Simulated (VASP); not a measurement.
**GeH2S: geometry relaxation (part 3 of 3)**

GeH2S (4 atoms in the cell); Kohn-Sham DFT of a periodic cell, PBE, VASP PAW PBE potentials, recommended, no spin polarisation (VASP 6.6.1); cutoff 520 eV, 1×1×1 k-mesh, Gaussian smearing of 0.01 eV. It belongs to a series of runs on one base structure; here: atoms moved at random by about 0.02 A.

Geometry of the input (Å; fractional positions):
```
11.0000  0.0000  0.0000
0.0000  12.0000  0.0000
0.0000  0.0000  11.0000
S  0.4642  0.3957  0.5267
Ge 0.4263  0.5574  0.4356
H  0.5767  0.4152  0.5725
H  0.5544  0.6096  0.4732
```

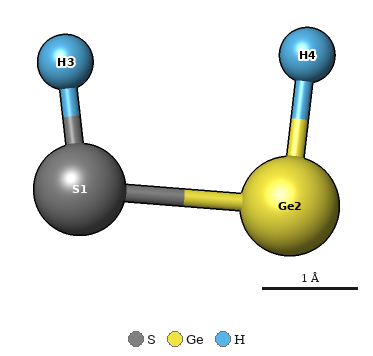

The geometry at step 5 of the log (ball-and-stick view of the molecule without its box, seen at a tilt; atoms are numbered from 1 in the order of the input).

Parts of OUTCAR, continued:
```
 -----------------------------------------------------------------------------------
      5.11232      4.74073      5.80002        -0.120220     -0.105406     -0.008116
      4.68448      6.69518      4.78676        -0.015782      0.031727     -0.025718
      6.33942      4.98212      6.29512         0.106460      0.041318      0.028876
      6.10114      7.31648      5.20591         0.029542      0.032362      0.004958
 -----------------------------------------------------------------------------------
    total drift:                               -0.000083      0.001010     -0.000270

  FREE ENERGIE OF THE ION-ELECTRON SYSTEM (eV)
  ---------------------------------------------------
  free  energy   TOTEN  =       -14.4780177164 eV

  energy  without entropy=      -14.4780177164  energy(sigma->0) =      -14.47801772

[... ionic steps 4 to 8 ...]

--------------------------------------- Ionic step        9  -------------------------------------------

 number of electron      22.0000006 magnetization

------------------------ aborting loop because EDIFF is reached ----------------------------------------

  FORCE on cell =-STRESS in cart. coord.  units (eV):
  Direction    XX          YY          ZZ          XY          YZ          ZX
  --------------------------------------------------------------------------------------
  -------------------------------------------------------------------------------------
  Total       -0.0427618     -0.0607451     -0.0447484      0.0029101      0.0087878     -0.0043756
  in kB       -0.0471845     -0.0670279     -0.0493767      0.0032111      0.0096967     -0.0048282
  external PRESSURE =      -0.0545297 kB  Pullay stress =       0.0000000 kB

 VOLUME and BASIS-vectors are now :
 -----------------------------------------------------------------------------
  energy-cutoff  :      520.00
  volume of cell :     1452.00
      direct lattice vectors                 reciprocal lattice vectors
    11.000000000  0.000000000  0.000000000     0.090909091  0.000000000  0.000000000
     0.000000000 12.000000000  0.000000000     0.000000000  0.083333333  0.000000000
     0.000000000  0.000000000 11.000000000     0.000000000  0.000000000  0.090909091

 POSITION                                       TOTAL-FORCE (eV/Angst)
 -----------------------------------------------------------------------------------
      5.10760      4.73244      5.80273         0.005434      0.008327      0.002642
      4.68603      6.69455      4.78656         0.002302     -0.007647      0.001529
      6.33973      4.98590      6.29240        -0.008063      0.000349     -0.006770
      6.10399      7.32163      5.20613         0.000326     -0.001029      0.002598
 -----------------------------------------------------------------------------------
    total drift:                                0.001507     -0.001032      0.000895

  FREE ENERGIE OF THE ION-ELECTRON SYSTEM (eV)
  ---------------------------------------------------
  free  energy   TOTEN  =       -14.4788473486 eV

  energy  without entropy=      -14.4788473486  energy(sigma->0) =      -14.47884735

--------------------------------------- Ionic step       10  -------------------------------------------

 number of electron      22.0000006 magnetization

------------------------ aborting loop because EDIFF is reached ----------------------------------------

  FORCE on cell =-STRESS in cart. coord.  units (eV):
  Direction    XX          YY          ZZ          XY          YZ          ZX
  --------------------------------------------------------------------------------------
  -------------------------------------------------------------------------------------
  Total       -0.0288645     -0.0390147     -0.0356470     -0.0027948     -0.0029723      0.0045837
  in kB       -0.0318499     -0.0430499     -0.0393339     -0.0030838     -0.0032797      0.0050578
  external PRESSURE =      -0.0380779 kB  Pullay stress =       0.0000000 kB

 VOLUME and BASIS-vectors are now :
 -----------------------------------------------------------------------------
  energy-cutoff  :      520.00
  volume of cell :     1452.00
      direct lattice vectors                 reciprocal lattice vectors
    11.000000000  0.000000000  0.000000000     0.090909091  0.000000000  0.000000000
     0.000000000 12.000000000  0.000000000     0.000000000  0.083333333  0.000000000
     0.000000000  0.000000000 11.000000000     0.000000000  0.000000000  0.090909091

 POSITION                                       TOTAL-FORCE (eV/Angst)
 -----------------------------------------------------------------------------------
      5.10752      4.73283      5.80285        -0.002126     -0.005577      0.003786
      4.68635      6.69374      4.78680        -0.001458      0.008693     -0.005663
      6.33936      4.98615      6.29185         0.004231      0.000868     -0.000755
      6.10412      7.32179      5.20631        -0.000647     -0.003984      0.002631
 -----------------------------------------------------------------------------------
    total drift:                               -0.000799      0.003436     -0.000912

  FREE ENERGIE OF THE ION-ELECTRON SYSTEM (eV)
  ---------------------------------------------------
  free  energy   TOTEN  =       -14.4788517658 eV

  energy  without entropy=      -14.4788517658  energy(sigma->0) =      -14.47885177

--------------------------------------- Ionic step       11  -------------------------------------------

 number of electron      22.0000006 magnetization

 Free energy of the ion-electron system (eV)
  ---------------------------------------------------
  ext. energy  EPLUGINS =         0.00000000
  ---------------------------------------------------
  free energy    TOTEN  =       -14.47885333 eV

  energy without entropy =      -14.47885333  energy(sigma->0) =      -14.47885333

 E-fermi :  -5.8307     XC(G=0):  -0.9078     alpha+bet : -0.3414

 val. band max:       -5.8778305306   @ k =   0.0000   0.0000   0.0000
 cond. band min:      -3.1152773107   @ k =   0.0000   0.0000   0.0000
 fundamental gap:      2.7625532199
 Fermi energy:        -5.8307203685

 k-point     1 :       0.0000    0.0000    0.0000
  band No.  band energies     occupation
      1     -28.7934      2.00000
      2     -28.7452      2.00000
      3     -28.6360      2.00000
      4     -28.5365      2.00000
      5     -28.4857      2.00000
      6     -17.9348      2.00000
      7     -12.4417      2.00000
      8      -9.8414      2.00000
      9      -7.0908      2.00000
     10      -6.6063      2.00000
     11      -5.8778      2.00000
     12      -3.1153      0.00000
     13      -0.9603      0.00000
     14      -0.5474      0.00000
     15       0.0844      0.00000

------------------------ aborting loop because EDIFF is reached ----------------------------------------

  FORCE on cell =-STRESS in cart. coord.  units (eV):
  Direction    XX          YY          ZZ          XY          YZ          ZX
  --------------------------------------------------------------------------------------
  -------------------------------------------------------------------------------------
  Total       -0.0336170     -0.0461232     -0.0386709     -0.0006608      0.0009437      0.0016446
  in kB       -0.0370940     -0.0508936     -0.0426705     -0.0007291      0.0010413      0.0018147
  external PRESSURE =      -0.0435527 kB  Pullay stress =       0.0000000 kB

 VOLUME and BASIS-vectors are now :
 -----------------------------------------------------------------------------
  energy-cutoff  :      520.00
  volume of cell :     1452.00
      direct lattice vectors                 reciprocal lattice vectors
    11.000000000  0.000000000  0.000000000     0.090909091  0.000000000  0.000000000
     0.000000000 12.000000000  0.000000000     0.000000000  0.083333333  0.000000000
     0.000000000  0.000000000 11.000000000     0.000000000  0.000000000  0.090909091

 POSITION                                       TOTAL-FORCE (eV/Angst)
 -----------------------------------------------------------------------------------
      5.10755      4.73270      5.80281        -0.000076     -0.000210      0.003290
      4.68625      6.69401      4.78672         0.000762      0.001157     -0.002725
      6.33949      4.98606      6.29203        -0.000128      0.001353     -0.002991
      6.10408      7.32174      5.20625        -0.000558     -0.002301      0.002426
 -----------------------------------------------------------------------------------
    total drift:                                0.001130     -0.000828      0.000518

  FREE ENERGIE OF THE ION-ELECTRON SYSTEM (eV)
  ---------------------------------------------------
  free  energy   TOTEN  =       -14.4788533282 eV

  energy  without entropy=      -14.4788533282  energy(sigma->0) =      -14.47885333

 reached required accuracy - stopping structural energy minimisation
```

CONTCAR:
```
GeH2S
   1.00000000000000
    11.0000000000000000    0.0000000000000000    0.0000000000000000
     0.0000000000000000   12.0000000000000000    0.0000000000000000
     0.0000000000000000    0.0000000000000000   11.0000000000000000
  S               Ge              H
     1     1     2
Direct
     0.4643223704625059    0.3943918781565795    0.5275279920930355
     0.4260223273715417    0.5578339149796705    0.4351562935856478
     0.5763168675227074    0.4155053047749973    0.5720029537769084
     0.5549164346432504    0.6101449020887481    0.4732957605444112

  0.00000000E+00  0.00000000E+00  0.00000000E+00
  0.00000000E+00  0.00000000E+00  0.00000000E+00
  0.00000000E+00  0.00000000E+00  0.00000000E+00
  0.00000000E+00  0.00000000E+00  0.00000000E+00
```

Trajectory as extended XYZ (Å, eV, eV/Å), 11 frames, from step=0 to step=10:
```
4
Lattice="11.0000 0.0000 0.0000 0.0000 12.0000 0.0000 0.0000 0.0000 11.0000" Properties=species:S:1:pos:R:3:forces:R:3 step=0 energy=-14.47400
S     5.1064    4.7482    5.7939    0.1878  -0.2356   0.1950
Ge    4.6890    6.6887    4.7918   -0.1445   0.2050  -0.1592
H     6.3439    4.9828    6.2972   -0.1429  -0.0226  -0.0661
H     6.0980    7.3148    5.2050    0.0996   0.0532   0.0302
4
Lattice="11.0000 0.0000 0.0000 0.0000 12.0000 0.0000 0.0000 0.0000 11.0000" Properties=species:S:1:pos:R:3:forces:R:3 step=1 energy=-14.47690
S     5.1155    4.7368    5.8033   -0.2884  -0.0442  -0.1149
Ge    4.6821    6.6986    4.7841    0.0511  -0.0551   0.0424
H     6.3370    4.9817    6.2940    0.2446   0.0775   0.0811
H     6.1028    7.3174    5.2064   -0.0074   0.0219  -0.0086
4
Lattice="11.0000 0.0000 0.0000 0.0000 12.0000 0.0000 0.0000 0.0000 11.0000" Properties=species:S:1:pos:R:3:forces:R:3 step=2 energy=-14.47802
S     5.1123    4.7407    5.8000   -0.1202  -0.1054  -0.0081
Ge    4.6845    6.6952    4.7868   -0.0158   0.0317  -0.0257
H     6.3394    4.9821    6.2951    0.1065   0.0413   0.0289
H     6.1011    7.3165    5.2059    0.0295   0.0324   0.0050
4
Lattice="11.0000 0.0000 0.0000 0.0000 12.0000 0.0000 0.0000 0.0000 11.0000" Properties=species:S:1:pos:R:3:forces:R:3 step=3 energy=-14.47845
S     5.1083    4.7342    5.8011    0.0602   0.0337   0.0211
Ge    4.6827    6.6981    4.7844    0.0343  -0.0408   0.0288
H     6.3431    4.9838    6.2959   -0.0862  -0.0047  -0.0447
H     6.1032    7.3183    5.2064   -0.0083   0.0119  -0.0052
4
Lattice="11.0000 0.0000 0.0000 0.0000 12.0000 0.0000 0.0000 0.0000 11.0000" Properties=species:S:1:pos:R:3:forces:R:3 step=4 energy=-14.47864
S     5.1098    4.7365    5.8007   -0.0031  -0.0155   0.0111
Ge    4.6833    6.6971    4.7852    0.0160  -0.0144   0.0088
H     6.3418    4.9832    6.2956   -0.0181   0.0113  -0.0186
H     6.1025    7.3177    5.2062    0.0052   0.0187  -0.0014
4
Lattice="11.0000 0.0000 0.0000 0.0000 12.0000 0.0000 0.0000 0.0000 11.0000" Properties=species:S:1:pos:R:3:forces:R:3 step=5 energy=-14.47872
S     5.1094    4.7356    5.8013   -0.0081  -0.0095   0.0055
Ge    4.6839    6.6966    4.7855    0.0135  -0.0158   0.0088
H     6.3412    4.9838    6.2949   -0.0099   0.0105  -0.0139
H     6.1028    7.3185    5.2062    0.0046   0.0147  -0.0005
4
Lattice="11.0000 0.0000 0.0000 0.0000 12.0000 0.0000 0.0000 0.0000 11.0000" Properties=species:S:1:pos:R:3:forces:R:3 step=6 energy=-14.47883
S     5.1084    4.7326    5.8028   -0.0224   0.0082  -0.0104
Ge    4.6856    6.6953    4.7862    0.0044  -0.0174   0.0066
H     6.3395    4.9854    6.2927    0.0152   0.0072   0.0010
H     6.1038    7.3212    5.2061    0.0028   0.0020   0.0027
4
Lattice="11.0000 0.0000 0.0000 0.0000 12.0000 0.0000 0.0000 0.0000 11.0000" Properties=species:S:1:pos:R:3:forces:R:3 step=7 energy=-14.47882
S     5.1066    4.7322    5.8026    0.0376   0.0072   0.0179
Ge    4.6865    6.6937    4.7869   -0.0027   0.0071  -0.0062
H     6.3400    4.9864    6.2920   -0.0336  -0.0087  -0.0149
H     6.1043    7.3222    5.2062   -0.0014  -0.0057   0.0032
4
Lattice="11.0000 0.0000 0.0000 0.0000 12.0000 0.0000 0.0000 0.0000 11.0000" Properties=species:S:1:pos:R:3:forces:R:3 step=8 energy=-14.47885
S     5.1076    4.7324    5.8027    0.0054   0.0083   0.0026
Ge    4.6860    6.6945    4.7866    0.0023  -0.0076   0.0015
H     6.3397    4.9859    6.2924   -0.0081   0.0003  -0.0068
H     6.1040    7.3216    5.2061    0.0003  -0.0010   0.0026
4
Lattice="11.0000 0.0000 0.0000 0.0000 12.0000 0.0000 0.0000 0.0000 11.0000" Properties=species:S:1:pos:R:3:forces:R:3 step=9 energy=-14.47885
S     5.1075    4.7328    5.8028   -0.0021  -0.0056   0.0038
Ge    4.6864    6.6937    4.7868   -0.0015   0.0087  -0.0057
H     6.3394    4.9861    6.2919    0.0042   0.0009  -0.0008
H     6.1041    7.3218    5.2063   -0.0006  -0.0040   0.0026
4
Lattice="11.0000 0.0000 0.0000 0.0000 12.0000 0.0000 0.0000 0.0000 11.0000" Properties=species:S:1:pos:R:3:forces:R:3 step=10 energy=-14.47885
S     5.1075    4.7327    5.8028   -0.0001  -0.0002   0.0033
Ge    4.6862    6.6940    4.7867    0.0008   0.0012  -0.0027
H     6.3395    4.9861    6.2920   -0.0001   0.0014  -0.0030
H     6.1041    7.3217    5.2063   -0.0006  -0.0023   0.0024
```

Summary:

- outcome: converged
- electrons treated: 22
- free energy: −14.4789 eV
- Fermi energy: −5.831 eV
- gap on the k-point mesh: 2.76 eV
- final volume: 1452.00 Å³
- largest force (length of the vector) at the end: 0.003 eV/Å
- wall time: 9.6 min
- peak memory: 1.2 GiB
